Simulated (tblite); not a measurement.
# Frequency calculation, with input and output: C5H12F3PSi

- system: C5H12F3PSi, SMILES CP(C[SiH3])CCC(F)(F)F
- method: GFN2-xTB harmonic vibrations, gas phase (tblite 0.8.0)

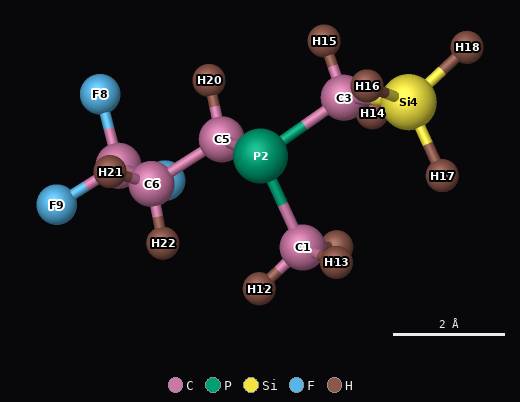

*The structure (ball-and-stick view, seen at a tilt; atoms are numbered from 1 in the order of the input).*

Bond lengths as drawn: C–C 1.51 to 1.53 Å, C–F 1.34 Å, C–H 1.09 Å, C–P 1.85 to 1.88 Å, C–Si 1.91 Å and H–Si 1.46 to 1.47 Å.

**Summary**

```tsv
quantity	value
outcome	converged
total energy	−960.0262 eV
zero-point energy	98.3940 kcal/mol
hardware	1 CPU thread, shared host
wall time	1.2 s
peak memory	0.18 GiB
```

**The input**
```
{"job": {"kind": "ir", "xc": "GFN2-xTB", "basis": "xTB"}, "charge": 0, "multiplicity": 1}
C      0.774038    -1.332719     1.111798
P      0.607144     0.457758     0.678405
C      1.788398     0.521770    -0.743830
Si     3.613927     0.515826    -0.197721
C     -0.955562     0.335120    -0.350991
C     -2.198754     0.182252     0.519331
C     -3.453880     0.178151    -0.327971
F     -3.608616     1.310167    -1.031214
F     -4.566119     0.035713     0.412577
F     -3.466011    -0.825571    -1.221190
H      0.696039    -1.964016     0.227144
H      0.000881    -1.605723     1.827833
H      1.741358    -1.486671     1.584838
H      1.577691    -0.300230    -1.431182
H      1.584083     1.454529    -1.273317
H      3.826640     1.581811     0.779140
H      3.964919    -0.779259     0.391986
H      4.430784     0.731607    -1.394168
H     -0.878513    -0.502304    -1.051050
H     -1.032104     1.260402    -0.929225
H     -2.277169     1.008201     1.229094
H     -2.179584    -0.757430     1.074446
```

The first line tells a small driver script what to run in tblite; the rest is the geometry in Å.

Launch command:
```bash
OMP_NUM_THREADS=1 python <driver script> task.json out
```

**The program's output**
```
mode    cm-1     km/mol
  1      29.3      1.03
  2      35.5      0.58
  3      55.0      1.61
  4      64.4      1.17
  5      93.8      0.45
  6     106.2      0.90
  7     141.3      2.54
  8     191.7      0.56
  9     203.3      0.30
 10     206.2      0.27
 11     282.2      0.74
 12     301.3      0.04
 13     334.9      0.75
 14     376.5      6.41
 15     475.0      8.56
 16     498.0     13.87
 17     503.4     28.15
 18     523.8     30.30
 19     578.0     27.04
 20     684.2     30.73
 21     708.6     13.32
 22     717.6     22.01
 23     750.0      9.78
 24     755.9      4.19
 25     769.7    227.04
 26     782.9    214.72
 27     794.5    347.33
 28     803.5    105.36
 29     823.9     56.59
 30     855.9     15.58
 31     879.9     38.74
 32     931.4    103.27
 33    1016.6     82.89
 34    1047.2     20.68
 35    1053.4    273.90
 36    1073.5      6.07
 37    1133.9     41.26
 38    1163.5    139.76
 39    1188.4    193.05
 40    1215.5     37.58
 41    1244.5      8.80
 42    1313.1     35.95
 43    1320.6      4.63
 44    1419.7      2.71
 45    1437.9      3.15
 46    1442.9      4.25
 47    1447.9      2.14
 48    1462.3      8.29
 49    2244.7    299.42
 50    2257.8    286.88
 51    2284.4    268.10
 52    2934.5      3.02
 53    2941.5     29.46
 54    2956.4      0.92
 55    2963.1     25.71
 56    2983.0     10.33
 57    2993.1     11.61
 58    2995.4      5.25
 59    3011.0     18.91
 60    3024.5     10.53
```

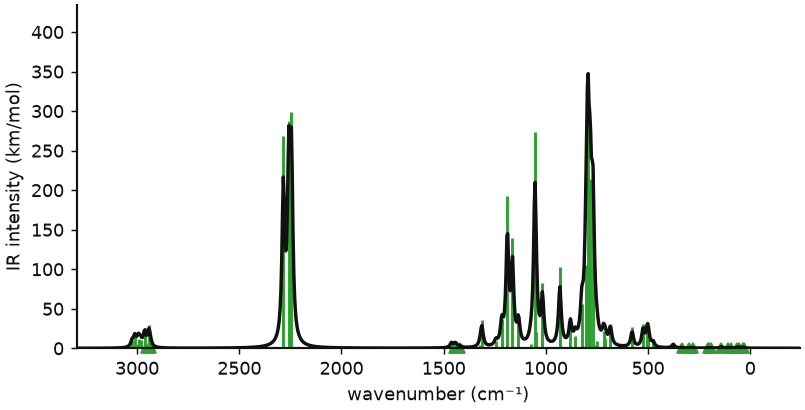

*Harmonic infrared spectrum, unscaled: sticks (degenerate modes added up, dark ones marked on the axis) with a Lorentzian envelope of 16 cm⁻¹ full width, scaled to the tallest stick.*

60 modes from 29 to 3024 cm⁻¹, none imaginary. The strongest line is at 794 cm⁻¹ (347 km/mol).
